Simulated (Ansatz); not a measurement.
# CH4ClFN2Si: rotation by 180° about the C2–N3 bond, part 2 of 2

How high is the barrier for the rotation by 180° about the C2–N3 bond? Relax the two ends, then run a nudged elastic band between them. SMILES of the start: N=C(N)[SiH](F)Cl.

Ansatz 0.2.0; RKS r2SCANh/def2-SVP.

## Step 4: Nudged elastic band

crystal.atoms is end A as relaxed above, and neb.final_atoms is end B, turned to lie on A. With 5 inner images the band has 7 in all.

The input, input.yaml:

```yaml
crystal:
  periodic: [false, false, false]
  atoms:
    - { symbol: "N", position_ang: [0.677838, -1.556212, -0.26686] }
    - { symbol: C, position_ang: [-0.023316, -0.535367, 0.06595] }
    - { symbol: "N", position_ang: [-1.087128, -0.453169, 0.913383] }
    - { symbol: Si, position_ang: [0.619019, 1.035988, -0.730085] }
    - { symbol: F, position_ang: [-0.542404, 2.159734, -0.539399] }
    - { symbol: Cl, position_ang: [2.284819, 1.716132, 0.255332] }
    - { symbol: H, position_ang: [0.356466, -2.420519, 0.185273] }
    - { symbol: H, position_ang: [-1.618957, 0.404665, 0.968088] }
    - { symbol: H, position_ang: [-1.497445, -1.287274, 1.31542] }
    - { symbol: H, position_ang: [0.914209, 0.884923, -2.164202] }
basis:
  gaussian: { orbitals: def2-SVP }
hamiltonian:
  xc: r2scanh
neb:
  order_check: false
  images: 5
  f_tol: 0.03
  max_iterations: 60
  initial_path: idpp
  final_atoms:
    - { symbol: "N", position_ang: [0.68269641, -1.55511168, -0.26107705] }
    - { symbol: C, position_ang: [-0.02276874, -0.53543068, 0.06623091] }
    - { symbol: "N", position_ang: [-1.09315796, -0.4544647, 0.90512171] }
    - { symbol: Si, position_ang: [0.61890501, 1.03601557, -0.73035625] }
    - { symbol: F, position_ang: [-0.54147433, 2.16020343, -0.53336745] }
    - { symbol: Cl, position_ang: [2.28828176, 1.71153927, 0.25223491] }
    - { symbol: H, position_ang: [0.35982384, -2.4203907, 0.18800853] }
    - { symbol: H, position_ang: [-1.49889459, -1.28644291, 1.31536392] }
    - { symbol: H, position_ang: [-1.61919606, 0.40617239, 0.96661442] }
    - { symbol: H, position_ang: [0.90888565, 0.886811, -2.16587367] }
```

On the command line:

```bash
ansatz run input.yaml --threads 2 --pin off --max-ram 3072MiB --backend cpu --events-out ev --progress --plain --runs-dir out
```

Output, shortened:

```text
Warning: RAYON_NUM_THREADS=2 ignored (pool sized by the plan → 2); use --threads N
[...]
Functional definition: r2SCANh
[...]
1190 factors; integrals over basis functions are off by at most 5.7e-4 eV
[...]
mean field -27185.19665883 eV, -999.0375504240 hartree, gradient 2.4e-5 eV, S^2 0.000000; 0 other end points of the search recorded, 0 dependent functions left out
[...]
reference -27185.19666709 eV, -999.0375507274 hartree; 32, 32 occupied and 80, 80 virtual orbitals, 1190 factors
1190 factors; integrals over basis functions are off by at most 5.7e-4 eV
[...]
mean field -27185.19663206 eV, -999.0375494401 hartree, gradient 2.4e-5 eV, S^2 0.000000; 0 other end points of the search recorded, 0 dependent functions left out
[...]
reference -27185.19664032 eV, -999.0375497437 hartree; 32, 32 occupied and 80, 80 virtual orbitals, 1190 factors
[...]
Atom 0 at     0.711549    -1.695588    -0.193819 Å, force     0.000541     0.000881     0.000094 eV/Å
Atom 1 at     0.089224    -0.632780     0.112975 Å, force    -0.001854     0.007456     0.004984 eV/Å
Atom 2 at    -0.778384    -0.529801     1.248070 Å, force     0.004010    -0.007570     0.000901 eV/Å
Atom 3 at     0.380261     0.859516    -0.993221 Å, force     0.002635     0.001907    -0.005999 eV/Å
Atom 4 at    -1.073402     1.412464    -1.452124 Å, force     0.000992    -0.001174    -0.000630 eV/Å
Atom 5 at     1.215657     2.333701     0.184388 Å, force    -0.002341    -0.001575     0.002193 eV/Å
Atom 6 at     0.481326    -2.426721     0.495986 Å, force    -0.002164    -0.000324    -0.001994 eV/Å
Atom 7 at    -0.448959     0.226398     1.851593 Å, force    -0.000965     0.001346    -0.000521 eV/Å
Atom 8 at    -1.703548    -0.227118     0.937427 Å, force    -0.000155     0.001505     0.000891 eV/Å
Atom 9 at     1.209378     0.628829    -2.188375 Å, force    -0.000699    -0.002452     0.000081 eV/Å
Dipole moment:    -0.170786    -0.019241     0.208345 e Å
this run last wrote the band of iteration 24 to <dir>
```

Run time: 5 min. Hardware: 2 threads of Intel Xeon Platinum 8559C (Emerald Rapids), shared host; peak memory 0.33 GiB.

## Step 5: Images and barrier

Images 0 and 6 are the ends. Energies count from image 0; the path length is the program's own measure over all atoms.

| image | path (Å) | energy (eV) | dihedral Si4–C2–N3–H8 (°) | band force (eV/Å) |
| --- | --- | --- | --- | --- |
| 0 | 0.000 | 0.0000 | 11 | - |
| 1 | 1.122 | 0.0356 | 12 | 0.010 |
| 2 | 2.244 | 0.2010 | -16 | 0.027 |
| 3* | 3.366 | 0.4696 | -56 | 0.008 |
| 4 | 4.269 | 0.2883 | -107 | 0.019 |
| 5 | 5.172 | 0.0350 | -166 | 0.005 |
| 6 | 6.075 | 0.0000 | 177 | - |

The star marks the climbing image.

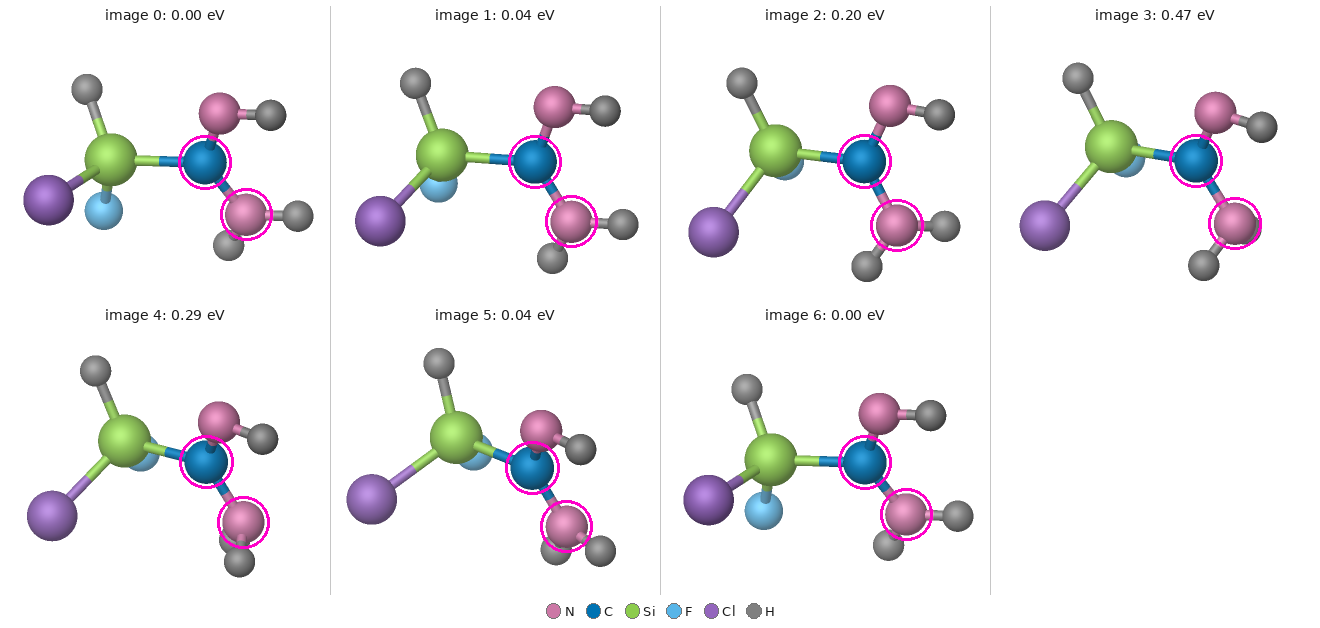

Snapshots along the band, viewed from a chosen angle. Ringed: C2, N3. Sticks join atoms closer than a bonding distance in each image.

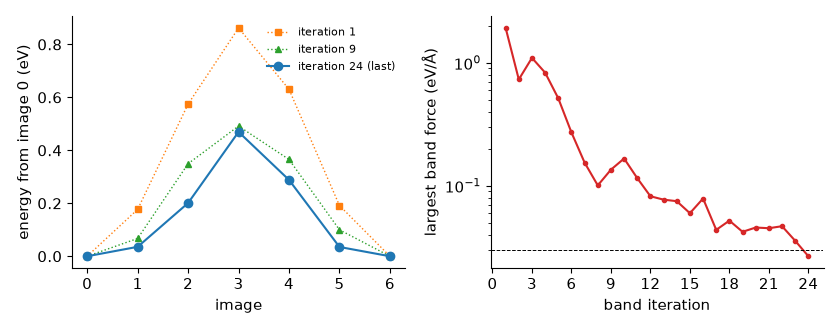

Left: energy of each image for early iterations and the last one (lines only join the points; early values far above the last band run off the scale). Right: the largest band force by iteration, with the threshold dashed.

The top of the band by iteration:

```
iteration  highest image above image 0 (eV)  largest band force (eV/Å)
        1                            0.8623                      1.923
        3                            0.6268                      1.097
        5                            0.5245                      0.515
        7                            0.4999                      0.154
        9                            0.4916                      0.135
       11                            0.4858                      0.115
       13                            0.4823                      0.077
       15                            0.4776                      0.060
       17                            0.4739                      0.044
       19                            0.4724                      0.042
       21                            0.4709                      0.045
       23                            0.4697                      0.036
       24                            0.4696                      0.027
```

Positions of all images (Å):

```xyz
10
image=0 dE=0.0000
N     0.678   -1.556   -0.267
C    -0.023   -0.535    0.066
N    -1.087   -0.453    0.913
Si    0.619    1.036   -0.730
F    -0.542    2.160   -0.539
Cl    2.285    1.716    0.255
H     0.356   -2.421    0.185
H    -1.619    0.405    0.968
H    -1.497   -1.287    1.315
H     0.914    0.885   -2.164
10
image=1 dE=0.0356
N     0.495   -1.605   -0.437
C    -0.028   -0.540    0.052
N    -0.879   -0.419    1.111
Si    0.571    1.005   -0.831
F    -0.713    1.963   -1.095
Cl    1.828    2.070    0.404
H     0.187   -2.451    0.059
H    -1.326    0.465    1.309
H    -1.285   -1.242    1.539
H     1.234    0.702   -2.108
10
image=2 dE=0.2010
N     0.442   -1.696   -0.426
C     0.084   -0.586    0.100
N    -0.660   -0.417    1.256
Si    0.508    0.938   -0.909
F    -0.894    1.568   -1.425
Cl    1.330    2.345    0.358
H     0.146   -2.491    0.156
H    -0.725    0.522    1.627
H    -1.529   -0.930    1.332
H     1.380    0.697   -2.068
10
image=3 dE=0.4696
N     0.712   -1.696   -0.194
C     0.089   -0.633    0.113
N    -0.778   -0.530    1.248
Si    0.380    0.860   -0.993
F    -1.073    1.412   -1.452
Cl    1.216    2.334    0.184
H     0.481   -2.427    0.496
H    -0.449    0.226    1.852
H    -1.704   -0.227    0.937
H     1.209    0.629   -2.188
10
image=4 dE=0.2883
N     0.876   -1.582    0.004
C     0.058   -0.609    0.119
N    -0.888   -0.451    1.137
Si    0.306    0.793   -1.104
F    -1.160    1.323   -1.555
Cl    1.170    2.346   -0.055
H     0.713   -2.278    0.745
H    -0.496   -0.304    2.061
H    -1.606    0.237    0.944
H     1.111    0.474   -2.293
10
image=5 dE=0.0350
N     0.990   -1.425    0.137
C     0.097   -0.506    0.206
N    -0.850   -0.303    1.165
Si    0.271    0.753   -1.171
F    -1.213    1.281   -1.568
Cl    1.276    2.389   -0.428
H     0.936   -2.079    0.928
H    -0.843   -0.829    2.029
H    -1.530    0.437    1.071
H     0.950    0.231   -2.366
10
image=6 dE=0.0000
N     0.684   -1.555   -0.257
C    -0.023   -0.535    0.067
N    -1.095   -0.454    0.903
Si    0.620    1.036   -0.730
F    -0.542    2.159   -0.537
Cl    2.286    1.713    0.256
H     0.361   -2.420    0.192
H    -1.502   -1.286    1.313
H    -1.622    0.406    0.962
H     0.914    0.885   -2.164
```

## Step 6: Vibrations at the top

The geometry is the highest inner image of the first converged band.

The input, input.yaml:

```yaml
crystal:
  periodic: [false, false, false]
  atoms:
    - { symbol: "N", position_ang: [0.711549, -1.695588, -0.193819] }
    - { symbol: C, position_ang: [0.089224, -0.63278, 0.112975] }
    - { symbol: "N", position_ang: [-0.778384, -0.529801, 1.24807] }
    - { symbol: Si, position_ang: [0.380261, 0.859516, -0.993221] }
    - { symbol: F, position_ang: [-1.073402, 1.412464, -1.452124] }
    - { symbol: Cl, position_ang: [1.215657, 2.333701, 0.184388] }
    - { symbol: H, position_ang: [0.481326, -2.426721, 0.495986] }
    - { symbol: H, position_ang: [-0.448959, 0.226398, 1.851593] }
    - { symbol: H, position_ang: [-1.703548, -0.227118, 0.937427] }
    - { symbol: H, position_ang: [1.209378, 0.628829, -2.188375] }
basis:
  gaussian: { orbitals: def2-SVP }
hamiltonian:
  xc: r2scanh
phonons: {}
```

On the command line:

```bash
ansatz run input.yaml --threads 2 --pin off --max-ram 3072MiB --backend cpu --events-out ev --progress --plain --runs-dir out
```

Output, shortened:

```text
Warning: RAYON_NUM_THREADS=2 ignored (pool sized by the plan → 2); use --threads N
[...]
[... 1 set-up line as earlier in the session ...]
[...]
1189 factors; integrals over basis functions are off by at most 3.2e-4 eV
[...]
mean field -27184.72706877 eV, -999.0202933073 hartree, gradient 6.4e-6 eV, S^2 0.000000; 0 other end points of the search recorded, 0 dependent functions left out
[...]
reference -27184.72707705 eV, -999.0202936117 hartree; 32, 32 occupied and 80, 80 virtual orbitals, 1189 factors
[...]
1189 factors; integrals over basis functions are off by at most 3.2e-4 eV
mean field -27184.72698764 eV, -999.0202903260 hartree, gradient 1.8e-6 eV, S^2 0.000000; 0 other end points of the search recorded, 0 dependent functions left out
[...]
reference -27184.72699592 eV, -999.0202906304 hartree; 32, 32 occupied and 80, 80 virtual orbitals, 1189 factors
[...]
1189 factors; integrals over basis functions are off by at most 3.2e-4 eV
[...]
WARN: phonons: modes at or below zero, which the zero-point energy, F, S and C_V leave out: 1, the lowest at -282.79 cm⁻¹. A minimum has none, and a first-order saddle one
[...]
Atom 1 at     0.089224    -0.632780     0.112975 Å, force    -0.001838     0.007249     0.004948 eV/Å
Atom 2 at    -0.778384    -0.529801     1.248070 Å, force     0.004068    -0.007568     0.001016 eV/Å
Atom 3 at     0.380261     0.859516    -0.993221 Å, force     0.002714     0.002364    -0.006312 eV/Å
Atom 4 at    -1.073402     1.412464    -1.452124 Å, force     0.000911    -0.001404    -0.000441 eV/Å
Atom 5 at     1.215657     2.333701     0.184388 Å, force    -0.002284    -0.001621     0.002270 eV/Å
Atom 6 at     0.481326    -2.426721     0.495986 Å, force    -0.002215    -0.000238    -0.002031 eV/Å
Atom 7 at    -0.448959     0.226398     1.851593 Å, force    -0.001054     0.001331    -0.000609 eV/Å
Atom 8 at    -1.703548    -0.227118     0.937427 Å, force    -0.000136     0.001537     0.000852 eV/Å
Atom 9 at     1.209378     0.628829    -2.188375 Å, force    -0.000655    -0.002502     0.000089 eV/Å
Dipole moment:    -0.170785    -0.019237     0.208344 e Å
Vibrations: -282.79 48.93 111.65 137.20 233.29 344.84 449.79 494.19 564.18 680.64 788.16 821.35 897.49 908.90 952.88 1075.21 1205.23 1316.22 1607.03 1750.90 2337.00 3415.40 3496.71 3571.18 cm⁻¹, zero-point energy 1.686703 eV
```

Run time: 98 s. Hardware: 2 threads of Intel Xeon Platinum 8559C (Emerald Rapids), shared host; peak memory 0.31 GiB.

Of 24 modes, 1 is imaginary by more than 30 cm⁻¹ (283i cm⁻¹).

## Step 7: What came out

What follows sums up all 2 parts.

```
                    quantity                     value
                       end A  12 moves, 0.450 eV lower
                       end B  12 moves, 0.476 eV lower
            barrier forwards                   0.47 eV
           barrier backwards                   0.47 eV
second end relative to first                  0.000 eV
               highest image     3 of 0 to 6, climbing
             band iterations                        24
  imaginary modes at the top                 283i cm⁻¹
```

Along this path the system climbs 0.47 eV from the first end (18 kT at 300 K), which at an assumed attempt frequency of 10^13 s⁻¹ means a rate near 10^5 s⁻¹. The two ends lie within 1 meV of each other. The listed dihedral goes from 11° at end A through -56° at the highest image to 177° at end B. One imaginary mode, as a first-order saddle point has. These are electronic energies, with no zero-point or thermal terms.
